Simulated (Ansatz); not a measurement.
# Si₂HO+ (singlet): the correlation ladder, cc-pVDZ

How much of the correlation energy of Si₂HO+ (singlet) does each wave-function method recover here?

The runs use Ansatz 0.2.0, Gaussian basis; cc-pVDZ, core rule «outside noble gas», up to 11 orbitals frozen.

To be run: UHF; CCSD(T) on RHF; CCSD(T) on UHF; BCCD(T) on RHF; CISD; CCSDT(Q) on RHF; CCSDT(Q) on UHF; CASSCF and MRCISD+Q, 8 electrons in 8 orbitals; CASSCF and NEVPT2, 8 electrons in 8 orbitals.

22 further runs of the same task are left out: 7 that didn't finish, 15 set aside as unsound or not needed.

### Step 1. What is computed

The geometry is a PBE0/def2-TZVP stationary point (not a proven minimum) of the parent state, kept for this charge and spin.

4 atoms, charge 1, spin multiplicity 1.

Atoms are counted from 1 here; the program's logs count them from 0.

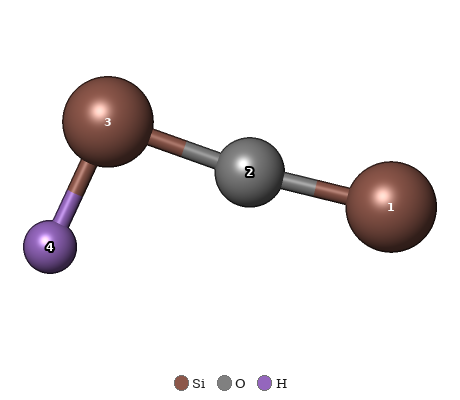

The geometry (silicon brown, oxygen grey, hydrogen purple); atoms are numbered from 1 in the order of the file.

In the tables R marks a restricted determinant and U an unrestricted one; 'frontier' is the active space of 8 electrons in 8 orbitals; energies count from the table's Hartree-Fock row.

### Step 2. UHF

The input, in.yaml:

```yaml
crystal:
  periodic: [false, false, false]
  atoms:
    - {symbol: Si, position_ang: [0.000000, 0.019217, 1.662780]}
    - {symbol: O, position_ang: [0.000000, 0.046850, 0.045269]}
    - {symbol: Si, position_ang: [0.000000, -0.096716, -1.620718]}
    - {symbol: H, position_ang: [0.000000, 1.415798, -1.890609]}
basis:
  gaussian: {orbitals: cc-pVDZ}
total_charge: 1
magnetization: {spin_polarized: true, initial_magnetization: 0}
hamiltonian: {xc: hf}
output: {orbitals: {seedname: orbitals}}
```

On the command line:

```console
> ansatz run in.yaml --threads 1 --pin off --events-out ev --progress --plain --max-ram 2393MiB
```

Output:

```text
Functional definition: HF
  name "HF"
  cite "Fock, Z. Phys. 61, 126 (1930) doi:10.1007/BF01340294"
  parent pbe
  exchange = exact_x
  correlation = 0
540 factors; integrals over basis functions are off by at most 1.2e-3 eV
mean field evaluation 1: about -17761.8569 eV, gradient 4.6e1 eV
mean field evaluation 2: about -17761.8612 eV, gradient 4.6e1 eV
mean field evaluation 4: about -17770.2985 eV, gradient 2.7e0 eV
mean field evaluation 8: about -17770.3648 eV, gradient 4.0e-4 eV
mean field evaluation 16: about -17770.4114 eV, gradient 1.3e-2 eV
mean field evaluation 32: about -17769.8023 eV, gradient 2.8e0 eV
mean field evaluation 64: about -17770.3979 eV, gradient 3.1e-1 eV
mean field evaluation 96: about -17770.3652 eV, gradient 6.7e-1 eV
mean field evaluation 128: about -17770.3546 eV, gradient 5.2e-1 eV
mean field -17770.41141406 eV, -653.0505742491 hartree, gradient 2.3e-5 eV, S^2 0.273046; 3 other end points of the search recorded, 0 dependent functions left out
reference -17770.41141406 eV, -653.0505742491 hartree; 18, 18 occupied and 37, 37 virtual orbitals, 540 factors
Total energy: -17770.41141406 eV, -653.0505742491 hartree
```

It took 1.8 s on 1 thread of Arm Neoverse V1, shared host.

From the report: ⟨S²⟩ of the determinant 0.273 (pure singlet: 0.00).

The unrestricted solution breaks the spin symmetry, so the restricted determinant is unstable here.

### Step 3. CCSD(T) on RHF

in.yaml, as its differences from that of step 2:

```diff
@@ -10,4 +10,3 @@
 total_charge: 1
-magnetization: {spin_polarized: true, initial_magnetization: 0}
-hamiltonian: {xc: hf}
-output: {orbitals: {seedname: orbitals}}
+magnetization: {spin_polarized: false}
+correlation: {method: ccsd_t, electrons: outside_noble_gas}
```

Same command.

Output, cut to the lines that bear on the results:

```text
Functional definition: HF
  name "HF"
  cite "Fock, Z. Phys. 61, 126 (1930) doi:10.1007/BF01340294"
  parent pbe
[...]
540 factors; integrals over basis functions are off by at most 1.2e-3 eV
[...]
mean field -17770.36479912 eV, -653.0488611819 hartree, gradient 1.4e-6 eV, S^2 0.000000; 0 other end points of the search recorded, 0 dependent functions left out; unrestricted orbitals would lower it
11 core orbitals not correlated: weight in the atoms' cores, before any rotation towards them, 1.000 or more for the frozen orbitals, at most 0.000 for the correlated occupied ones
reference -17770.36479912 eV, -653.0488611819 hartree; 7, 7 occupied and 37, 37 virtual orbitals, 540 factors
second order -8.71602908 eV of doubles, -0.00000000 eV of singles
cycle   1  -9.01351319 eV  change   -3.0e-1 eV  update   1.2e-1
[...]
cycle  12  -9.58543309 eV  change   -1.3e-5 eV  update   9.3e-6
perturbative correction -0.30690947 eV, -0.0112787151 hartree
Total energy: -17780.25714168 eV, -653.4123980656 hartree
```

It took 0.81 s on 1 thread of Arm Neoverse V1, shared host.

From the report: correlation -9.8923 eV; T1 0.025; largest double amplitude 0.09.

### Step 4. CCSD(T) on UHF

in.yaml, as its differences from that of step 3:

```diff
@@ -10,3 +10,3 @@
 total_charge: 1
-magnetization: {spin_polarized: false}
+magnetization: {spin_polarized: true, initial_magnetization: 0}
 correlation: {method: ccsd_t, electrons: outside_noble_gas}
```

Launched as before.

Output, cut to the lines that bear on the results:

```text
Functional definition: HF
  name "HF"
  cite "Fock, Z. Phys. 61, 126 (1930) doi:10.1007/BF01340294"
  parent pbe
[...]
540 factors; integrals over basis functions are off by at most 1.2e-3 eV
[...]
mean field -17770.41141406 eV, -653.0505742491 hartree, gradient 1.5e-6 eV, S^2 0.273046; 8 other end points of the search recorded, 0 dependent functions left out
determinant -17770.41141406 eV, -653.0505742491 hartree, with singles and doubles -17779.89493548 eV, -653.3990872334 hartree
determinant -17768.54188672 eV, -652.9818703866 hartree, with singles and doubles -17777.93690985 eV, -653.3271311187 hartree
determinant -17770.36479912 eV, -653.0488611819 hartree, with singles and doubles -17779.94971882 eV, -653.4011004840 hartree
11 core orbitals not correlated: weight in the atoms' cores, before any rotation towards them, 1.000 or more for the frozen orbitals, at most 0.000 for the correlated occupied ones
reference -17770.41141406 eV, -653.0505742491 hartree; 7, 7 occupied and 37, 37 virtual orbitals, 540 factors
second order -8.52095468 eV of doubles, -0.00000000 eV of singles
cycle   1  -9.49425136 eV  change   -1.1e-2 eV  update   1.2e-2
[...]
cycle  12  -9.53177904 eV  change   -1.1e-5 eV  update   5.3e-6
perturbative correction -0.30899696 eV, -0.0113554290 hartree
Total energy: -17780.25219006 eV, -653.4122160968 hartree
```

Run time: 8.5 s. Hardware: 1 thread of Arm Neoverse V1, shared host.

From the report: ⟨S²⟩ of the determinant 0.273 (pure singlet: 0.00); correlation -9.8408 eV; T1 0.064; largest double amplitude 0.09.

### Step 5. BCCD(T) on RHF

in.yaml, as its differences from that of step 4:

```diff
@@ -10,3 +10,3 @@
 total_charge: 1
-magnetization: {spin_polarized: true, initial_magnetization: 0}
-correlation: {method: ccsd_t, electrons: outside_noble_gas}
+magnetization: {spin_polarized: false}
+correlation: {method: bccd_t, electrons: outside_noble_gas}
```

The command is unchanged.

Output, cut to the lines that bear on the results:

```text
Functional definition: HF
  name "HF"
  cite "Fock, Z. Phys. 61, 126 (1930) doi:10.1007/BF01340294"
  parent pbe
[...]
540 factors; integrals over basis functions are off by at most 1.2e-3 eV
[...]
mean field -17770.36479912 eV, -653.0488611819 hartree, gradient 1.4e-6 eV, S^2 0.000000; 0 other end points of the search recorded, 0 dependent functions left out; unrestricted orbitals would lower it
11 core orbitals not correlated: weight in the atoms' cores, before any rotation towards them, 1.000 or more for the frozen orbitals, at most 0.000 for the correlated occupied ones
reference -17770.36479912 eV, -653.0488611819 hartree; 7, 7 occupied and 37, 37 virtual orbitals, 540 factors
second order -8.71602908 eV of doubles, -0.00000000 eV of singles
cycle   1  -9.01014372 eV  change   -2.9e-1 eV  update   1.2e-1
[...]
cycle  12  -9.54745274 eV  change   -1.5e-5 eV  update   9.6e-6
perturbative correction -0.35180210 eV, -0.0129284887 hartree
Total energy: -17780.26405396 eV, -653.4126520872 hartree
```

It took 1 s on 1 thread of Arm Neoverse V1, shared host.

From the report: correlation -9.8993 eV; largest double amplitude 0.08.

### Step 6. CISD

in.yaml, as its differences from that of step 5:

```diff
@@ -10,3 +10,2 @@
 total_charge: 1
-magnetization: {spin_polarized: false}
-correlation: {method: bccd_t, electrons: outside_noble_gas}
+correlation: {active_space: {ras: {orbitals: [7, 0, 37], electrons: 14, max_holes: 2, max_particles: 2}, fixed_orbitals: true}}
```

Launched as before.

Output:

```text
Functional definition: HF
  name "HF"
  cite "Fock, Z. Phys. 61, 126 (1930) doi:10.1007/BF01340294"
  parent pbe
  exchange = exact_x
  correlation = 0
540 factors; integrals over basis functions are off by at most 1.2e-3 eV
mean field evaluation 1: about -17761.8569 eV, gradient 6.5e1 eV
mean field evaluation 2: about -17761.8612 eV, gradient 6.5e1 eV
mean field evaluation 4: about -17770.2985 eV, gradient 3.8e0 eV
mean field evaluation 8: about -17770.3648 eV, gradient 3.3e-4 eV
mean field -17770.36479912 eV, -653.0488611819 hartree, gradient 1.4e-6 eV, S^2 0.000000; 0 other end points of the search recorded, 0 dependent functions left out
reference -17770.36479912 eV, -653.0488611819 hartree; 18, 18 occupied and 37, 37 virtual orbitals, 540 factors
state -17778.86234854 eV, -653.3611403632 hartree
Total energy: -17778.86234854 eV, -653.3611403632 hartree
```

It took 1.6 s on 1 thread of Arm Neoverse V1, shared host.

From the report: 50,558 determinants.

### Step 7. CCSDT(Q) on RHF

in.yaml, as its differences from that of step 6:

```diff
@@ -10,2 +10,3 @@
 total_charge: 1
-correlation: {active_space: {ras: {orbitals: [7, 0, 37], electrons: 14, max_holes: 2, max_particles: 2}, fixed_orbitals: true}}
+magnetization: {spin_polarized: false}
+correlation: {method: ccsdt_q, electrons: outside_noble_gas}
```

The command is unchanged.

Output, cut to the lines that bear on the results:

```text
Functional definition: HF
  name "HF"
  cite "Fock, Z. Phys. 61, 126 (1930) doi:10.1007/BF01340294"
  parent pbe
[...]
1018 factors; integrals over basis functions are off by at most 1.7e-7 eV
[...]
mean field -17770.36494526 eV, -653.0488665522 hartree, gradient 1.4e-6 eV, S^2 0.000000; 0 other end points of the search recorded, 0 dependent functions left out; unrestricted orbitals would lower it
11 core orbitals not correlated: weight in the atoms' cores, before any rotation towards them, 1.000 or more for the frozen orbitals, at most 0.000 for the correlated occupied ones
reference -17770.36494526 eV, -653.0488665522 hartree; 7, 7 occupied and 37, 37 virtual orbitals, 1018 factors
second order -8.71607981 eV of doubles, -0.00000000 eV of singles
cycle   1  -9.01354100 eV  change   -3.0e-1 eV  update   1.3e-1
[...]
cycle  19  -9.91854465 eV  change   -5.6e-7 eV  update   6.7e-7
perturbative correction -0.03610992 eV, -0.0013270150 hartree
Total energy: -17780.31959983 eV, -653.4146933602 hartree
```

Wall time 18 s (1 thread of Arm Neoverse V1, shared host); peak memory 0.29 GiB.

From the report: correlation -9.9547 eV; T1 0.026; largest double amplitude 0.09.

### Step 8. CCSDT(Q) on UHF

in.yaml, as its differences from that of step 7:

```diff
@@ -10,3 +10,3 @@
 total_charge: 1
-magnetization: {spin_polarized: false}
+magnetization: {spin_polarized: true, initial_magnetization: 0}
 correlation: {method: ccsdt_q, electrons: outside_noble_gas}
```

Launched as before.

Output, cut to the lines that bear on the results:

```text
Functional definition: HF
  name "HF"
  cite "Fock, Z. Phys. 61, 126 (1930) doi:10.1007/BF01340294"
  parent pbe
[...]
1018 factors; integrals over basis functions are off by at most 1.7e-7 eV
[...]
mean field -17770.41156696 eV, -653.0505798681 hartree, gradient 1.6e-6 eV, S^2 0.273063; 8 other end points of the search recorded, 0 dependent functions left out
determinant -17770.41156696 eV, -653.0505798681 hartree, with singles and doubles -17779.89510529 eV, -653.3990934738 hartree
determinant -17768.54204427 eV, -652.9818761767 hartree, with singles and doubles -17777.93708174 eV, -653.3271374354 hartree
determinant -17770.36494526 eV, -653.0488665522 hartree, with singles and doubles -17779.94989146 eV, -653.4011068284 hartree
11 core orbitals not correlated: weight in the atoms' cores, before any rotation towards them, 1.000 or more for the frozen orbitals, at most 0.000 for the correlated occupied ones
reference -17770.41156696 eV, -653.0505798681 hartree; 7, 7 occupied and 37, 37 virtual orbitals, 1018 factors
second order -8.52098736 eV of doubles, -0.00000000 eV of singles
cycle   1  -8.79115939 eV  change   -2.7e-1 eV  update   1.3e-1
[...]
cycle  24  -9.87104077 eV  change   -5.6e-7 eV  update   1.0e-6
perturbative correction -0.03694736 eV, -0.0013577904 hartree
Total energy: -17780.31955509 eV, -653.4146917162 hartree
```

Run time: 3.1 min. Hardware: 1 thread of Arm Neoverse V1, shared host; peak memory 0.8 GiB.

From the report: ⟨S²⟩ of the determinant 0.273 (pure singlet: 0.00); correlation -9.9080 eV; T1 0.068; largest double amplitude 0.10.

### Step 9. CASSCF and MRCISD+Q, 8 electrons in 8 orbitals

in.yaml, as its differences from that of step 8:

```diff
@@ -10,3 +10,2 @@
 total_charge: 1
-magnetization: {spin_polarized: true, initial_magnetization: 0}
-correlation: {method: ccsdt_q, electrons: outside_noble_gas}
+correlation: {method: fic_mrcisd_q, electrons: outside_noble_gas, active_space: {window: {electrons: 8, orbitals: 8}}}
```

Launched as before.

Output, cut to the lines that bear on the results:

```text
Functional definition: HF
  name "HF"
  cite "Fock, Z. Phys. 61, 126 (1930) doi:10.1007/BF01340294"
  parent pbe
[...]
540 factors; integrals over basis functions are off by at most 1.2e-3 eV
[...]
mean field -17770.36479912 eV, -653.0488611819 hartree, gradient 1.4e-6 eV, S^2 0.000000; 0 other end points of the search recorded, 0 dependent functions left out; unrestricted orbitals would lower it
reference -17770.36479912 eV, -653.0488611819 hartree; 18, 18 occupied and 37, 37 virtual orbitals, 540 factors
state -17774.09562911 eV, -653.1859666550 hartree
contracted CI cycle   1: correlation 0.00000000 eV, 0.0000000000 hartree, residual 2.18e1 eV
contracted CI cycle   2: correlation -5.14913342 eV, -0.1892271632 hartree, residual 4.50e0 eV
contracted CI cycle   3: correlation -5.45528024 eV, -0.2004778510 hartree, residual 1.87e0 eV
[...]
contracted CI cycle   4: correlation -6.61169166 eV, -0.2429751870 hartree, residual 5.08e-1 eV
contracted CI cycle   5: correlation -6.61519121 eV, -0.2431037929 hartree, residual 1.73e-1 eV
contracted CI cycle   6: correlation -6.61559055 eV, -0.2431184685 hartree, residual 6.02e-2 eV
contracted CI cycle   7: correlation -6.61563983 eV, -0.2431202797 hartree, residual 2.48e-2 eV
contracted CI cycle   8: correlation -6.61564914 eV, -0.2431206216 hartree, residual 1.04e-2 eV
contracted CI cycle   9: correlation -6.61565095 eV, -0.2431206883 hartree, residual 4.45e-3 eV
contracted CI cycle  10: correlation -6.61565128 eV, -0.2431207002 hartree, residual 1.96e-3 eV
contracted CI cycle  11: correlation -6.61565133 eV, -0.2431207023 hartree, residual 7.81e-4 eV
state -17772.85833122 eV, -653.1404967961 hartree; corrected -17780.12079358 eV, -653.4073873652 hartree
state -17774.09562911 eV, -653.1859666550 hartree; corrected -17780.24023176 eV, -653.4117766373 hartree
[...]
Total energy: -17780.24023176 eV, -653.4117766373 hartree
```

Run time: 35 s. Hardware: 1 thread of Arm Neoverse V1, shared host; peak memory 0.36 GiB.

From the report: 2,500 determinants; active occupations 1.99, 1.98, 1.97, 1.97, 0.03, 0.03, 0.02, 0.01.

### Step 10. CASSCF and NEVPT2, 8 electrons in 8 orbitals

in.yaml, as its differences from that of step 9:

```diff
@@ -10,2 +10,2 @@
 total_charge: 1
-correlation: {method: fic_mrcisd_q, electrons: outside_noble_gas, active_space: {window: {electrons: 8, orbitals: 8}}}
+correlation: {method: sc_nevpt2, electrons: outside_noble_gas, active_space: {window: {electrons: 8, orbitals: 8}}}
```

Launched as before.

Output, cut to the lines that bear on the results:

```text
Functional definition: HF
  name "HF"
  cite "Fock, Z. Phys. 61, 126 (1930) doi:10.1007/BF01340294"
  parent pbe
[...]
540 factors; integrals over basis functions are off by at most 1.2e-3 eV
[...]
mean field -17770.36479912 eV, -653.0488611819 hartree, gradient 1.4e-6 eV, S^2 0.000000; 0 other end points of the search recorded, 0 dependent functions left out; unrestricted orbitals would lower it
reference -17770.36479912 eV, -653.0488611819 hartree; 18, 18 occupied and 37, 37 virtual orbitals, 540 factors
state -17774.09562911 eV, -653.1859666550 hartree
state -17774.09562911 eV, -653.1859666550 hartree; corrected -17778.36674296 eV, -653.3429271939 hartree
state -17773.53705635 eV, -653.1654394847 hartree
state -17773.53705635 eV, -653.1654394847 hartree; corrected -17778.60056813 eV, -653.3515201106 hartree
state -17773.53705635 eV, -653.1654394847 hartree; corrected -17778.60056813 eV, -653.3515201106 hartree
state -17772.85833122 eV, -653.1404967961 hartree
state -17772.85833122 eV, -653.1404967961 hartree; corrected -17778.87406924 eV, -653.3615710909 hartree
state -17772.85833122 eV, -653.1404967961 hartree; corrected -17778.87406924 eV, -653.3615710909 hartree
the orbitals are reached from a further start. From the first start the search ends at -17773.53699206 eV, -653.1654371220 hartree
WARN: the results are in doubt because another end's mean lies 1.237 eV lower, and its corrected mean 0.507 eV higher
Total energy: -17778.87406924 eV, -653.3615710909 hartree
In doubt: another end's mean lies 1.237 eV lower, and its corrected mean 0.507 eV higher
```

Run time: 27 s. Hardware: 1 thread of Arm Neoverse V1, shared host.

From the report: 4,900 determinants; active occupations 1.98, 1.97, 1.94, 1.91, 0.09, 0.06, 0.03, 0.02. The program marks this result as in doubt; its last lines say why.

### Step 11. Misses and costs

The yardstick is RCCSDT(Q), where the cluster series has nearly closed. Rows without a time come out of other runs: HF, MP2 and CCSD of CCSD(T), CCSDT of CCSDT(Q), CASSCF and MRCISD of the multireference runs.

| method | energy from the lowest RHF (meV) | from RCCSDT(Q) (meV) | time |
| --- | --- | --- | --- |
| RHF | 0.0 | +9954.8 |  |
| UHF | -46.6 | +9908.2 |  |
| RMP2 | -8716.0 | +1238.8 |  |
| UMP2 | -8567.6 | +1387.2 |  |
| CISD | -8497.5 | +1457.3 | 1.6 s |
| RCCSD | -9585.4 | +369.4 |  |
| UCCSD | -9578.4 | +376.4 |  |
| RCCSD(T) | -9892.3 | +62.5 | 0.81 s |
| UCCSD(T) | -9887.4 | +67.4 | 8.5 s |
| BCCD(T) | -9899.3 | +55.5 | 1 s |
| RCCSDT | -9918.7 | +36.1 |  |
| UCCSDT | -9917.8 | +37.0 |  |
| RCCSDT(Q) | -9954.8 | 0 | 18 s |
| UCCSDT(Q) | -9954.8 | 0.0 | 3.1 min |
| CASSCF frontier | -3730.8 | +6224.0 |  |
| MRCISD frontier | -9248.7 | +706.1 |  |
| MRCISD+Q frontier | -9875.4 | +79.4 | 35 s |

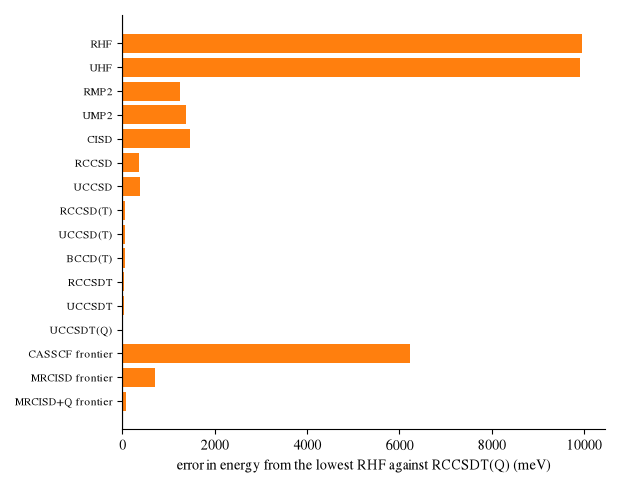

Deviations from RCCSDT(Q), method by method.

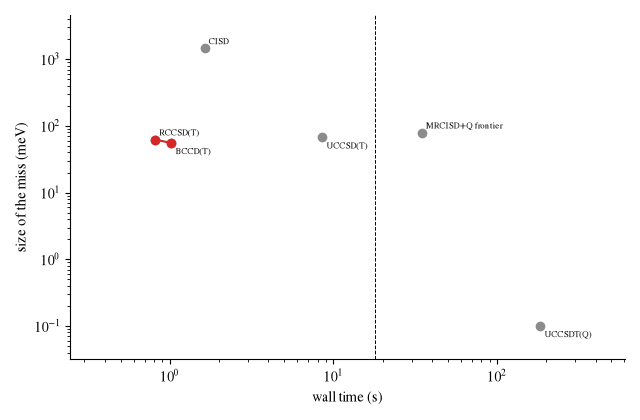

Accuracy for the time spent; red marks the levels that beat every quicker one drawn (of those quicker than the yardstick), and the dashed line is the time of RCCSDT(Q). Misses under 0.1 meV are drawn at that value. Times are from a shared host.

Not comparable, so not listed: CASSCF and NEVPT2, 8 electrons in 8 orbitals (they don't share determinant, frozen orbitals or solution with the rows shown, or repeat one).

### Step 12. What came out

| quantity | value |
| --- | --- |
| RCCSDT(Q) below the RHF energy | -9.9548 eV |
| RMP2 from RCCSDT(Q) | +1238.8 meV |
| UMP2 from RCCSDT(Q) | +1387.2 meV |
| RCCSD from RCCSDT(Q) | +369.4 meV |
| RCCSD(T) from RCCSDT(Q) | +62.5 meV |
| UCCSD(T) from RCCSDT(Q) | +67.4 meV |
| UCCSDT(Q) from RCCSDT(Q) | 0.0 meV |
| MRCISD+Q frontier from RCCSDT(Q) | +79.4 meV |
| levels within 1 kcal/mol (43 meV) | RCCSDT, UCCSDT, UCCSDT(Q) |
| T1 diagnostic | 0.025 |

**Reading.** RCCSD(T) misses by +62.5 meV, 0.6 % of the correlation energy. These misses are within one basis, not against nature.

BCCD(T) reaches 55.5 meV from the reference in 1 s, where RCCSDT(Q) took 18 s; the quickest level in the cost chart, RCCSD(T), takes 0.81 s and misses by 62.5 meV.
